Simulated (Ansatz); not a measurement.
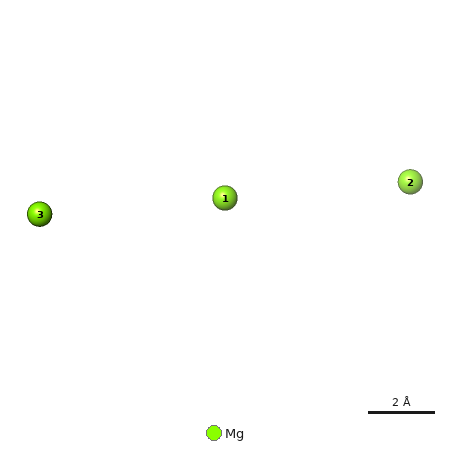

Figure made from data computed with Ansatz.

Orthographic view. Distant atoms are faded towards the background colour. The species is neutral and a spin triplet. Geometry: a fixed input geometry, not necessarily a minimum.

List all interatomic distances (Å) as a matrix.

```
atom   Mg1    Mg2   Mg3
 Mg1  0.00             
 Mg2  6.81   0.00      
 Mg3  6.81  13.62  0.00
```

The spin state was imposed, and no run here compares it with a lower spin, which may lie lower.
